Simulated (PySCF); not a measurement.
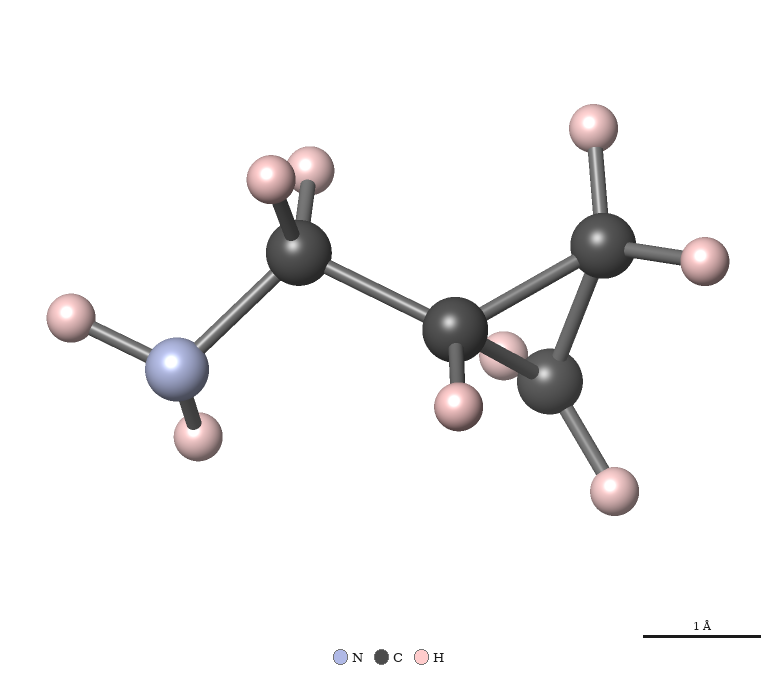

Rendered structure (ball-and-stick style). Every bond is drawn as one stick, whatever its order.

The geometry was computed by an optimisation with PBE0-D3(BJ)/def2-SVP. No frequency run is at hand to confirm it as a minimum.

Description:

Formula C₄H₉N. SMILES: `NCC1CC1`. Independent rings (smallest set): 1 of 3 members. Among its groups: primary amine. This geometry has C1 symmetry. Coordination, clear cases only: 1 N trigonal pyramidal; 1 C tetrahedral.

The parts below concern this one geometry. Atoms keep their numbers from picture to picture.

**Shape**

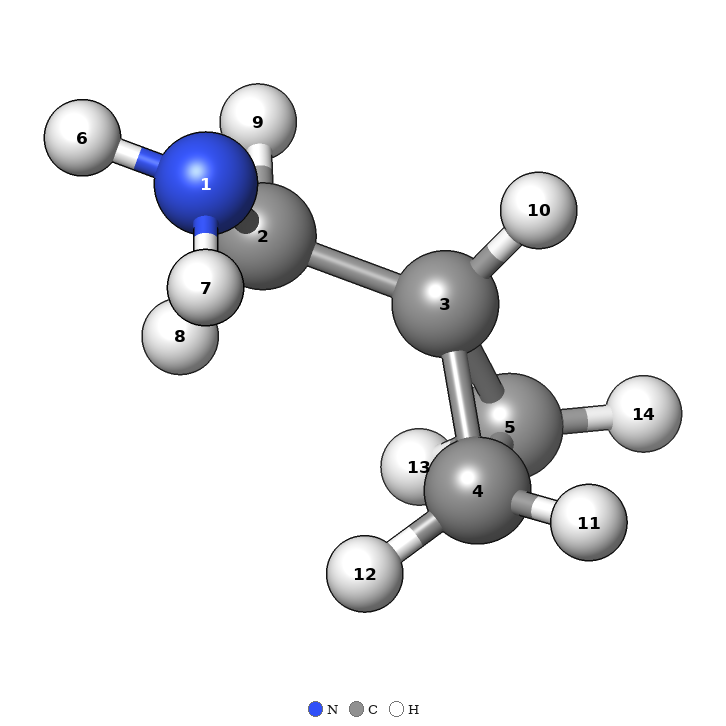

Atoms carry their numbers in the input. No frequency run is at hand to confirm it as a minimum.

Estimate the angles N1–C2–C3, N1–C2–H8, C2–N1–H6, C2–C3–C5, C3–C2–H9, C3–C4–H11, C3–C4–H12, C3–C5–H13, C3–C5–H14, C4–C5–H13, C5–C3–H10, C5–C4–H12.

```
    angle  degrees
 N1–C2–C3    110.6
 N1–C2–H8    114.8
 C2–N1–H6    110.9
 C2–C3–C5    120.6
 C3–C2–H9    109.1
C3–C4–H11    118.7
C3–C4–H12    117.7
C3–C5–H13    117.9
C3–C5–H14    118.3
C4–C5–H13    117.8
C5–C3–H10    116.9
C5–C4–H12    117.5
```

**NMR shielding**

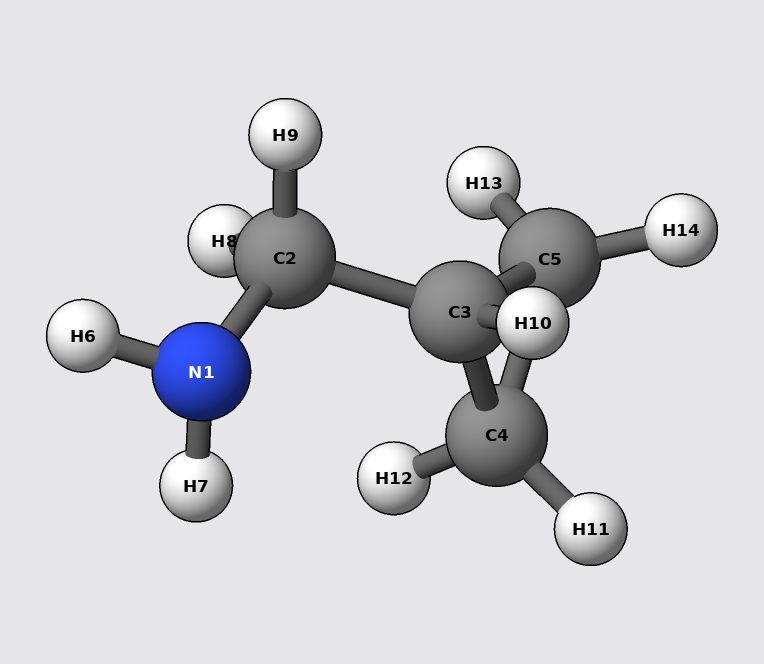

No frequency run is at hand to confirm it as a minimum. Properties computed with GIAO PBE0/pcSseg-1 NMR shielding, non-relativistic, IEF-PCM acetone (PySCF 2.14.0). Principal shieldings σ11 ≤ σ22 ≤ σ33, span Ω = σ33 − σ11, skew κ = 3(σiso − σ22)/Ω.

Give the shielding tensors of the N atoms.

| atom | σ11 | σ22 | σ33 | σiso | Ω | κ |
| --- | --- | --- | --- | --- | --- | --- |
| N1 | 190.6 | 243.4 | 266.4 | 233.5 | 75.9 | −0.39 |

Shieldings and span in ppm.

**Ring current**

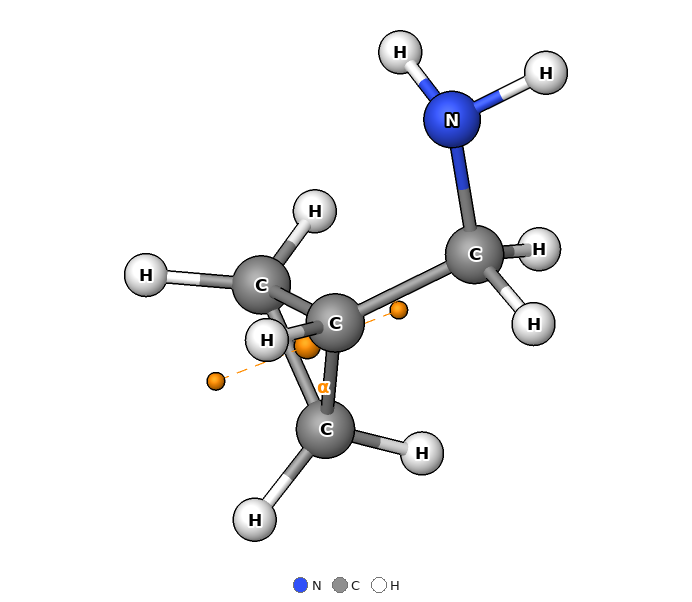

The small points mark where nucleus-independent chemical shifts (NICS) were computed: at the centre of each lettered ring and 1 Å above and below it. No frequency run is at hand to confirm it as a minimum. Level of theory: GIAO PBE0/pcSseg-1 NMR shielding, non-relativistic, IEF-PCM chloroform (PySCF 2.14.0).

Give NICS(0), NICS(1) and the out-of-plane component NICS(1)zz for each ring (means of the two sides).

| ring | members | NICS(0) | NICS(1) | NICS(1)zz |
| --- | --- | --- | --- | --- |
| α | C3 | −43.7 | −8.8 | −22.8 |

Values in ppm.

**Levels of theory compared**

No frequency run is at hand to confirm it as a minimum. Program: PySCF 2.14.0.

At this fixed geometry, give HOMO energy (eV), HOMO–LUMO gap (eV) at these levels: BHandHLYP/aug-pcX-1 (pcseg-1 on H); CAM-B3LYP/def2-SVPD; CAM-B3LYP/def2-SVPD in acetone (IEF-PCM); CAM-B3LYP/def2-SVPD in chloroform (IEF-PCM); PBE0/pcSseg-1 in acetone (IEF-PCM); PBE0/pcSseg-1 in chloroform (IEF-PCM).

```tsv
level	HOMO energy (eV)	HOMO–LUMO gap (eV)
BHandHLYP/aug-pcX-1 (pcseg-1 on H)	−8.34	9.01
CAM-B3LYP/def2-SVPD	−8.34	9.84
CAM-B3LYP/def2-SVPD in acetone (IEF-PCM)	−8.42	10.13
CAM-B3LYP/def2-SVPD in chloroform (IEF-PCM)	−8.38	10.05
PBE0/pcSseg-1 in acetone (IEF-PCM)	−6.83	8.62
PBE0/pcSseg-1 in chloroform (IEF-PCM)	−6.79	8.53
```

**Dipole moment**

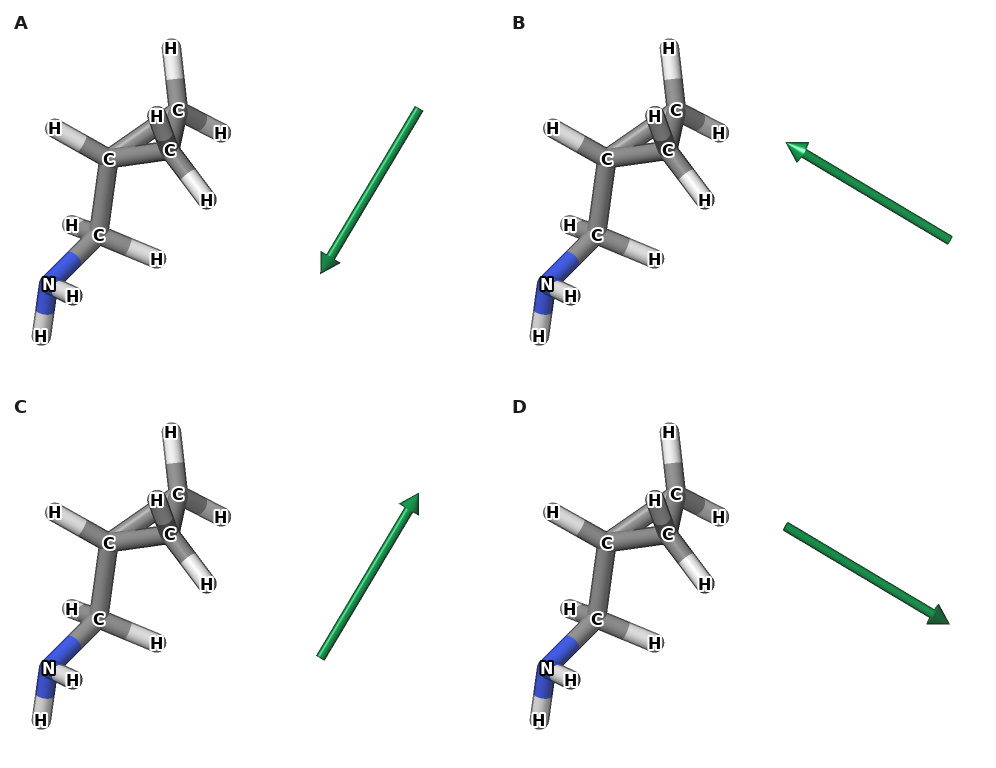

The same molecule four times, each with an arrow. No frequency run is at hand to confirm it as a minimum. Properties computed with CAM-B3LYP/def2-SVPD in acetone (IEF-PCM) (PySCF 2.14.0).

Which arrow points along the dipole moment, from the negative to the positive end?

D. The dipole moment is 1.69 D.
